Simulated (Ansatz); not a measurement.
# TiNi2O4: two electronic states of one cell

An SCF can end in more than one state. Here TiNi2O4, a borrowed structure type, volume estimated, is run from each state found earlier: which lies lowest, and what else changes?

Computed, not measured: Ansatz 0.2.0, DFT, PBE, with U_eff = 3.43 eV on Ni d, U_eff = 4.08 eV on Ti d, plane waves, PAW.

## 1. The system as given

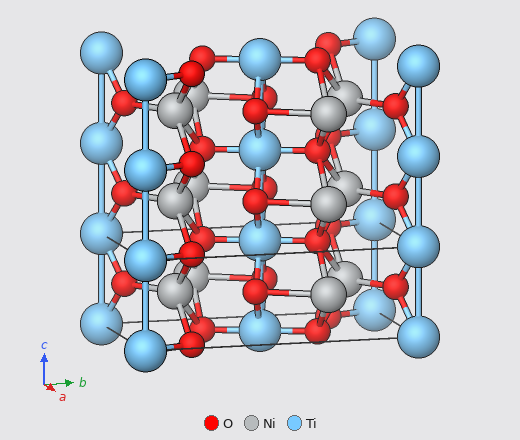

The cell, seen slightly off an axis (oxygen red, nickel light grey, titanium blue). 1×1×3 cells are drawn.

Symmetry: Pbam, No. 55, orthorhombic system. The conventional cell has a = 4.705 Å, b = 8.388 Å, c = 2.709 Å, α = 90.00°, β = 90.00°, γ = 90.00°. O (site symmetry m) has 1 Ti at 1.71 Å and 4 Ni at 1.95 to 2.00 Å as nearest neighbours. Ni (site symmetry m) is surrounded by 6 O at 1.95 to 2.22 Å. Ti (site symmetry 2/m) has 6 O at 1.71 to 1.73 Å as nearest neighbours. O (site symmetry m) has 2 Ti at 1.73 Å and 2 Ni at 1.97 to 2.22 Å as nearest neighbours.

In its conventional cell, by symmetry (the run takes the cell typed in the input):

```cif
data_structure
_symmetry_space_group_name_H-M 'Pbam'
_symmetry_Int_Tables_number 55
_cell_length_a 4.7047
_cell_length_b 8.3880
_cell_length_c 2.7086
_cell_angle_alpha 90.000
_cell_angle_beta 90.000
_cell_angle_gamma 90.000
_cell_volume 106.89
loop_
_atom_site_label
_atom_site_type_symbol
_atom_site_symmetry_multiplicity
_atom_site_Wyckoff_symbol
_atom_site_fract_x
_atom_site_fract_y
_atom_site_fract_z
_atom_site_occupancy
O1 O 4 g 0.37000 0.31000 0.00000 1
Ni1 Ni 4 h 0.05800 0.32000 0.50000 1
Ti1 Ti 2 a 0.00000 0.00000 0.00000 1
O2 O 4 h 0.21000 0.05000 0.50000 1
```

The states: A, Ni5 up, Ni6 up, Ni7 down, Ni8 down (collinear spin); B, Ni5 up, Ni6 up, Ni7 up, Ni8 down (collinear spin). Each run reads its own saved solution as saved_state.

## 2. State A: the run

File input.yaml:

```yaml
crystal:
  lattice:
    - [4.70470315, 0.0, 0.0]
    - [0.0, 8.38804618, 0.0]
    - [0.0, 0.0, 2.70863978]
  atoms:
    - { symbol: O, position: [0.37, 0.31, 0.0] }
    - { symbol: O, position: [0.63, 0.69, 0.0] }
    - { symbol: O, position: [0.87, 0.19, 0.0] }
    - { symbol: O, position: [0.13, 0.81, 0.0] }
    - { symbol: Ni, position: [0.058, 0.32, 0.5] }
    - { symbol: Ni, position: [0.942, 0.68, 0.5] }
    - { symbol: Ni, position: [0.558, 0.18, 0.5] }
    - { symbol: Ni, position: [0.442, 0.82, 0.5] }
    - { symbol: Ti, position: [0.0, 0.0, 0.0] }
    - { symbol: Ti, position: [0.5, 0.5, 0.0] }
    - { symbol: O, position: [0.21, 0.05, 0.5] }
    - { symbol: O, position: [0.79, 0.95, 0.5] }
    - { symbol: O, position: [0.71, 0.45, 0.5] }
    - { symbol: O, position: [0.29, 0.55, 0.5] }
  symmetry: { detect: false, time_reversal: true }
kpoints:
  mp_grid: { grid: [4, 2, 7], shift: [0.5, 0.0, 0.0] }
  band_path:
    path:
      - [0.0, 0.0, 0.0]
      - [0.5, 0.0, 0.0]
      - [0.5, 0.5, 0.0]
      - [0.0, 0.5, 0.0]
      - [0.0, 0.0, 0.0]
      - [0.0, 0.0, 0.5]
      - [0.5, 0.0, 0.5]
      - [0.5, 0.5, 0.5]
      - [0.0, 0.5, 0.5]
    npoints: 6
magnetization:
  spin_polarized: true
scf:
  occupations: { method: fermi_dirac }
  lower_state_search: "off"
  max_iter: 200
hamiltonian:
  pseudopotentials: { kind: paw }
  xc: pbe
  hubbard:
    projectors: all-electron-ortho-atomic
    sites:
      - { species: Ni, l: d, u_eff: 3.43 }
      - { species: Ti, l: d, u_eff: 4.08 }
basis:
  ecutwfc: 420
  fft_grid_basis: typed
output:
  forces: true
  stress: true
  eigenvalues: true
  bader: true
  populations: true
  elf: true
  write_potential: true
  volumetric_format: npy
  dos:
    e_range: [-12, 8]
    de: 0.05
    projected: { site_lists: { Ni: [Ni], O: [O], Ti: [Ti] } }
checkpoint:
  read: saved_state
```

What it wrote (excerpt; [...] marks lines left out):

```text
Warning: checkpoint.read: basis.xc_grid differs: saved 1, current 2 (points along each axis for each point of the dense box; where the key is left out runs that use forces, runs that use the stress, dielectric runs by a finite field, finite-displacement phonons, runs of [...]
Warning: RAYON_NUM_THREADS=2 ignored (pool sized by the plan → 2); use --threads N
O: projections on atomic orbitals take those of the free atom [He] 2s2 2p4, of charge +0.00 (hamiltonian.pseudopotentials.projection_atoms); the dataset's partial waves leave at most 1.9e-8 of an orbital's norm unspanned inside its sphere
Ni: projections on atomic orbitals take those of the free atom [Ne] 3s2 3p6 3d8 4s2, of charge +0.00 (hamiltonian.pseudopotentials.projection_atoms); the dataset's partial waves leave at most 1.6e-6 of an orbital's norm unspanned inside its sphere
Ti: projections on atomic orbitals take those of the free atom [Ne] 3s2 3p6 3d2 4s2, of charge +0.00 (hamiltonian.pseudopotentials.projection_atoms); the dataset's partial waves leave at most 4.1e-7 of an orbital's norm unspanned inside its sphere
band count auto-derived: 92 (N_el = 144.0; filled up to band 72; 87 by the electrons, moments and atoms)
[...]
Pseudopotentials: kind: paw
Pseudopotential: O, paw, valence charge 6, recommended cutoff 420 eV (normal), O.paw.azcp
Pseudopotential: Ni, paw, valence charge 18, recommended cutoff 420 eV (normal), Ni.paw.azcp
Pseudopotential: Ti, paw, valence charge 12, recommended cutoff 420 eV (normal), Ti.paw.azcp
Functional definition: PBE
[...]
Crystal: 14 atoms, lattice volume = 106.892 Å³
[...]
  atom   7  Ni    -0.97347844    -0.45478290     0.00007035
  atom   8  Ni     0.97347790     0.45478487    -0.00007037
[...]
--- Stress (GPa, compression-positive) ---
      116.615283       0.000431      -0.000304
        0.000320     135.341636       0.000400
       -0.000673       0.000586     134.001116
  P = ⅓ Tr σ = 128.6527 GPa (1286.527 kbar)
--- Band table (eV; the first three rows and the last of 56) ---
[...]
Occupation matrices written to <dir>
--- Löwdin populations: 14 sites ---
  site symbol       q [e]    m [muB]
     0      O      6.8569    -0.0739
     1      O      6.8569    -0.0739
     2      O      6.8570     0.0739
     3      O      6.8570     0.0739
     4     Ni     16.8258     1.5506
     5     Ni     16.8258     1.5506
     6     Ni     16.8258    -1.5506
     7     Ni     16.8258    -1.5506
     8     Ti     10.8288    -0.0041
     9     Ti     10.8288     0.0041
    10      O      6.7459    -0.0720
    11      O      6.7459    -0.0720
    12      O      6.7459     0.0720
    13      O      6.7459     0.0720
  spilling = 0.004360 (of n_electrons = 144.000000)
--- Bader charges: 14 sites ---
  site symbol  charge [e]  shift [e]    m [muB]
     0      O     -1.1818     0.0087    -0.0493
     1      O     -1.1819     0.0087    -0.0493
     2      O     -1.1818     0.0087     0.0493
     3      O     -1.1818     0.0087     0.0493
     4     Ni      1.2183     0.0067     1.5908
     5     Ni      1.2183     0.0067     1.5908
     6     Ni      1.2183     0.0067    -1.5908
     7     Ni      1.2183     0.0067    -1.5908
     8     Ti      2.3274     0.0184    -0.0069
     9     Ti      2.3274     0.0184     0.0069
    10      O     -1.2002     0.0073    -0.0547
    11      O     -1.2002     0.0073    -0.0547
    12      O     -1.2002     0.0073     0.0547
    13      O     -1.2002     0.0073     0.0547
  estimated error of the sums over rays = 3.1e-4 e
```

Run time: 100 s. Hardware: 2 threads of an x86-64 CPU, shared host; peak memory 1.2 GiB.

## 3. State A: levels and charges

Counts of states in windows (eV from the Fermi level; tetrahedra), total and projected:

| from | to | total | up | down | Ni d | O p | Ti d |
| --- | --- | --- | --- | --- | --- | --- | --- |
| -8.0 | -7.0 | 9.83 | 4.91 | 4.91 | 2.96 | 5.56 | 0.78 |
| -7.0 | -6.0 | 9.71 | 4.85 | 4.85 | 3.38 | 5.08 | 0.83 |
| -6.0 | -5.0 | 9.41 | 4.71 | 4.71 | 3.58 | 4.96 | 0.45 |
| -5.0 | -4.0 | 8.68 | 4.35 | 4.35 | 4.38 | 3.64 | 0.27 |
| -4.0 | -3.0 | 13.55 | 6.77 | 6.77 | 8.30 | 4.38 | 0.33 |
| -3.0 | -2.0 | 11.17 | 5.59 | 5.58 | 5.08 | 5.44 | 0.23 |
| -2.0 | -1.0 | 9.73 | 4.86 | 4.86 | 3.84 | 5.46 | 0.15 |
| -1.0 | 0.0 | 0.45 | 0.22 | 0.22 | 0.17 | 0.26 | 0.00 |
| 0.0 | 1.0 | 0.28 | 0.14 | 0.14 | 0.22 | 0.03 | 0.02 |
| 1.0 | 2.0 | 7.72 | 3.86 | 3.86 | 5.85 | 1.27 | 0.33 |
| 2.0 | 3.0 | 0.00 | 0.00 | 0.00 | 0.00 | 0.00 | 0.00 |
| 3.0 | 4.0 | 4.62 | 2.31 | 2.31 | 0.09 | 0.58 | 3.33 |
| 4.0 | 5.0 | 7.37 | 3.69 | 3.69 | 0.11 | 1.20 | 5.45 |

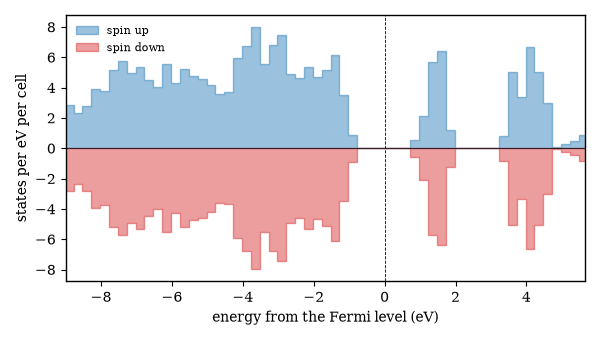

Density of states by spin, in bins of 0.25 eV.

By element, from the tables in the log (a charge is positive for electrons lost): Löwdin charges also hold the electrons that the projection spills.

| element | atoms | Bader charge (e) | Bader volume (Å³) | Löwdin charge (e) | Bader moment, size (μB) |
| --- | --- | --- | --- | --- | --- |
| O | 8 | -1.20 to -1.18 | 7.9 to 8.5 | -0.86 to -0.75 | 0.05 |
| Ni | 4 | +1.22 | 7.8 | +1.17 | 1.59 |
| Ti | 2 | +2.33 | 5.1 | +1.17 | 0.01 |

The Löwdin projection spills 0.4 % of the electrons and depends on the orbitals chosen; where it disagrees with Bader's partition, neither is an observable.

Occupation eigenvalues of the Hubbard shells:

| atom | shell | spin | eigenvalues |
| --- | --- | --- | --- |
| Ni5 | d | up | 0.99 0.99 0.99 0.99 0.99 |
| Ni5 | d | down | 0.19 0.22 0.99 0.99 0.99 |
| Ni6 | d | up | 0.99 0.99 0.99 0.99 0.99 |
| Ni6 | d | down | 0.19 0.22 0.99 0.99 0.99 |
| Ni7 | d | up | 0.19 0.22 0.99 0.99 0.99 |
| Ni7 | d | down | 0.99 0.99 0.99 0.99 0.99 |
| Ni8 | d | up | 0.19 0.22 0.99 0.99 0.99 |
| Ni8 | d | down | 0.99 0.99 0.99 0.99 0.99 |
| Ti9 | d | up | 0.16 0.18 0.20 0.33 0.34 |
| Ti9 | d | down | 0.18 0.18 0.19 0.33 0.34 |
| Ti10 | d | up | 0.18 0.18 0.19 0.33 0.34 |
| Ti10 | d | down | 0.16 0.18 0.20 0.33 0.34 |

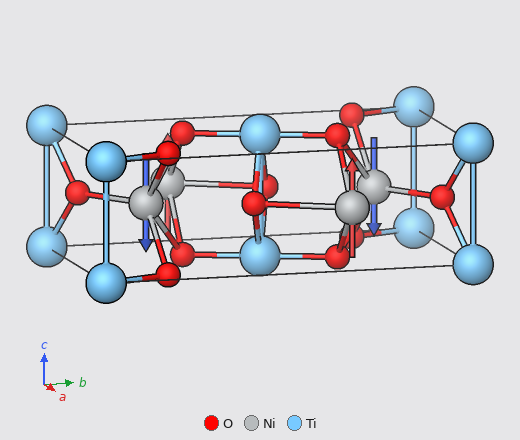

Site moments over 0.3 μB, as arrows (short ones can be hidden in their spheres; values hang on how the density is shared out, so they can differ from the log's spheres): up red, down blue; without spin-orbit coupling their axis is free, so they are drawn up the page.

## 4. Run from state B

Changes to input.yaml since step 2:

```diff
@@ -10,8 +10,8 @@
     - { symbol: O, position: [0.13, 0.81, 0.0] }
-    - { symbol: Ni, position: [0.058, 0.32, 0.5] }
-    - { symbol: Ni, position: [0.942, 0.68, 0.5] }
-    - { symbol: Ni, position: [0.558, 0.18, 0.5] }
-    - { symbol: Ni, position: [0.442, 0.82, 0.5] }
-    - { symbol: Ti, position: [0.0, 0.0, 0.0] }
-    - { symbol: Ti, position: [0.5, 0.5, 0.0] }
+    - { symbol: Ni, position: [0.058, 0.32, 0.5], spin: 2.0 }
+    - { symbol: Ni, position: [0.942, 0.68, 0.5], spin: 2.0 }
+    - { symbol: Ni, position: [0.558, 0.18, 0.5], spin: 2.0 }
+    - { symbol: Ni, position: [0.442, 0.82, 0.5], spin: -2.0 }
+    - { symbol: Ti, position: [0.0, 0.0, 0.0], spin: -1.0 }
+    - { symbol: Ti, position: [0.5, 0.5, 0.0], spin: -1.0 }
     - { symbol: O, position: [0.21, 0.05, 0.5] }
@@ -20,17 +20,4 @@
     - { symbol: O, position: [0.29, 0.55, 0.5] }
-  symmetry: { detect: false, time_reversal: true }
 kpoints:
   mp_grid: { grid: [4, 2, 7], shift: [0.5, 0.0, 0.0] }
-  band_path:
-    path:
-      - [0.0, 0.0, 0.0]
-      - [0.5, 0.0, 0.0]
-      - [0.5, 0.5, 0.0]
-      - [0.0, 0.5, 0.0]
-      - [0.0, 0.0, 0.0]
-      - [0.0, 0.0, 0.5]
-      - [0.5, 0.0, 0.5]
-      - [0.5, 0.5, 0.5]
-      - [0.0, 0.5, 0.5]
-    npoints: 6
 magnetization:
```

What it wrote (excerpt; [...] marks lines left out):

```text
Warning: checkpoint.read: basis.xc_grid differs: saved 1, current 2 (points along each axis for each point of the dense box; where the key is left out runs that use forces, runs that use the stress, dielectric runs by a finite field, finite-displacement phonons, runs of [...]
Warning: RAYON_NUM_THREADS=2 ignored (pool sized by the plan → 2); use --threads N
O: projections on atomic orbitals take those of the free atom [He] 2s2 2p4, of charge +0.00 (hamiltonian.pseudopotentials.projection_atoms); the dataset's partial waves leave at most 1.9e-8 of an orbital's norm unspanned inside its sphere
Ni: projections on atomic orbitals take those of the free atom [Ne] 3s2 3p6 3d8 4s2, of charge +0.00 (hamiltonian.pseudopotentials.projection_atoms); the dataset's partial waves leave at most 1.6e-6 of an orbital's norm unspanned inside its sphere
[...]
     3      O      6.8575     0.0782
     4     Ni     16.8149     1.5873
     5     Ni     16.8247     1.5558
     6     Ni     16.8174     1.5830
     7     Ni     16.8291    -1.5419
     8     Ti     10.8318     0.0230
     9     Ti     10.8308     0.0274
    10      O      6.7439     0.0681
    11      O      6.7440    -0.0172
    12      O      6.7467     0.1001
    13      O      6.7459     0.0944
  spilling = 0.004366 (of n_electrons = 144.000000)
--- Bader charges: 14 sites ---
  site symbol  charge [e]  shift [e]    m [muB]
     0      O     -1.1885     0.0087     0.2100
     1      O     -1.1812     0.0086    -0.0399
     2      O     -1.1887     0.0087     0.2145
     3      O     -1.1822     0.0087     0.0542
     4     Ni      1.2268     0.0067     1.6422
     5     Ni      1.2193     0.0067     1.5980
     6     Ni      1.2250     0.0067     1.6397
     7     Ni      1.2158     0.0067    -1.5818
     8     Ti      2.3253     0.0184     0.0193
     9     Ti      2.3261     0.0184     0.0265
    10      O     -1.1985     0.0073     0.0566
    11      O     -1.1983     0.0073    -0.0025
    12      O     -1.2009     0.0073     0.0829
    13      O     -1.2000     0.0073     0.0802
  estimated error of the sums over rays = 3.0e-4 e
```

Run time: 70 s. Hardware: 2 threads of an x86-64 CPU, shared host; peak memory 0.76 GiB.

## 5. State B: levels and charges

Counts of states in windows (eV from the Fermi level; tetrahedra), total and projected:

| from | to | total | up | down | Ni d | O p | Ti d |
| --- | --- | --- | --- | --- | --- | --- | --- |
| -8.0 | -7.0 | 9.31 | 5.03 | 4.26 | 2.75 | 5.34 | 0.70 |
| -7.0 | -6.0 | 9.30 | 5.12 | 4.20 | 3.08 | 4.95 | 0.88 |
| -6.0 | -5.0 | 9.80 | 4.83 | 4.98 | 3.66 | 5.22 | 0.50 |
| -5.0 | -4.0 | 9.61 | 4.92 | 4.71 | 4.91 | 4.00 | 0.32 |
| -4.0 | -3.0 | 12.52 | 6.53 | 6.01 | 7.55 | 4.15 | 0.32 |
| -3.0 | -2.0 | 11.10 | 5.63 | 5.46 | 5.27 | 5.14 | 0.24 |
| -2.0 | -1.0 | 10.56 | 5.38 | 5.19 | 4.15 | 5.93 | 0.18 |
| -1.0 | 0.0 | 1.39 | 0.76 | 0.64 | 0.53 | 0.82 | 0.02 |
| 0.0 | 1.0 | 0.19 | 0.00 | 0.19 | 0.16 | 0.01 | 0.01 |
| 1.0 | 2.0 | 7.04 | 2.00 | 5.03 | 5.38 | 1.10 | 0.29 |
| 2.0 | 3.0 | 0.78 | 0.00 | 0.78 | 0.54 | 0.16 | 0.06 |
| 3.0 | 4.0 | 3.73 | 2.02 | 1.70 | 0.08 | 0.46 | 2.63 |
| 4.0 | 5.0 | 8.27 | 3.98 | 4.30 | 0.14 | 1.32 | 6.13 |

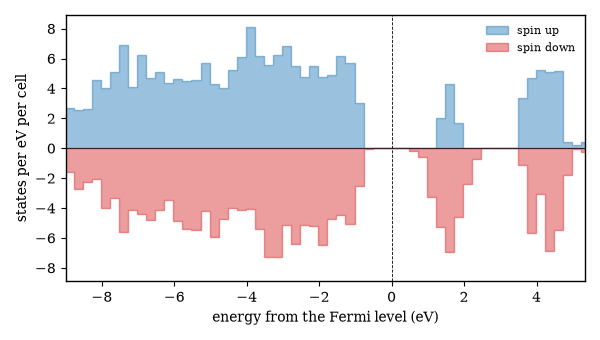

Density of states by spin, in bins of 0.25 eV.

By element, from the tables in the log (a charge is positive for electrons lost): Löwdin charges also hold the electrons that the projection spills.

| element | atoms | Bader charge (e) | Bader volume (Å³) | Löwdin charge (e) | Bader moment, size (μB) |
| --- | --- | --- | --- | --- | --- |
| O | 8 | -1.20 to -1.18 | 7.9 to 8.5 | -0.86 to -0.74 | 0.00 to 0.21 |
| Ni | 4 | +1.22 to +1.23 | 7.8 | +1.17 to +1.18 | 1.58 to 1.64 |
| Ti | 2 | +2.33 | 5.1 | +1.17 | 0.02 to 0.03 |

Löwdin charges rest on a small set of atomic orbitals that misses 0.4 % of the electrons, so they need not add up to the cell's charge and can differ from Bader's even in sign.

Occupation eigenvalues of the Hubbard shells:

| atom | shell | spin | eigenvalues |
| --- | --- | --- | --- |
| Ni5 | d | up | 0.99 0.99 0.99 0.99 1.00 |
| Ni5 | d | down | 0.19 0.21 0.98 0.99 0.99 |
| Ni6 | d | up | 0.99 0.99 0.99 0.99 1.00 |
| Ni6 | d | down | 0.19 0.23 0.99 0.99 0.99 |
| Ni7 | d | up | 0.99 0.99 0.99 0.99 1.00 |
| Ni7 | d | down | 0.19 0.21 0.98 0.99 0.99 |
| Ni8 | d | up | 0.19 0.22 0.99 0.99 0.99 |
| Ni8 | d | down | 0.99 0.99 0.99 0.99 0.99 |
| Ti9 | d | up | 0.17 0.18 0.20 0.33 0.34 |
| Ti9 | d | down | 0.17 0.18 0.19 0.33 0.34 |
| Ti10 | d | up | 0.18 0.18 0.20 0.33 0.34 |
| Ti10 | d | down | 0.16 0.18 0.20 0.33 0.34 |

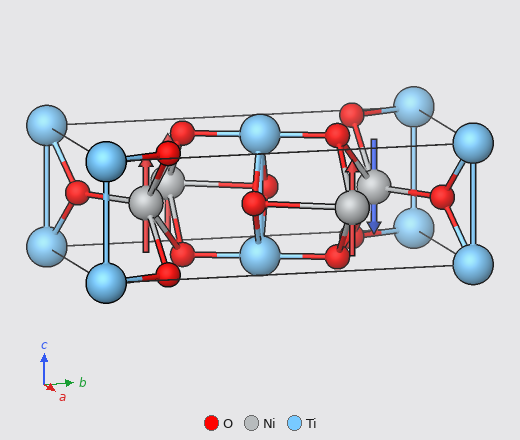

Site moments over 0.3 μB, as arrows (short ones can be hidden in their spheres; values hang on how the density is shared out, so they can differ from the log's spheres): up red, down blue; without spin-orbit coupling their axis is free, so they are drawn up the page.

## 6. Results

| state | free energy (meV/atom) | largest site moment (μB) | size of the net moment (μB/cell) | gap (eV) | pressure (GPa) | largest force (eV/Å) | SCF cycles |
| --- | --- | --- | --- | --- | --- | --- | --- |
| A | 0.0 | 1.53 | 0.00 | 1.52 | 128.7 | 10.08 | 11 |
| B | 5.3 | 1.57 | 4.00 | 1.34 | 128.9 | 10.09 | 16 |

What this shows: State A wins by 5.3 meV per atom over B. The atoms are far from rest (forces to 10.1 eV/Å), so order and character hold for this geometry alone. Gaps that take in a band path and gaps read on the mesh alone aren't sampled alike. Every run converged, so convergence alone does not show that a state is the lowest.

Limits of this run: atoms or cell far from equilibrium; gaps of Fe, Co and Ni magnets can come out low on these datasets.
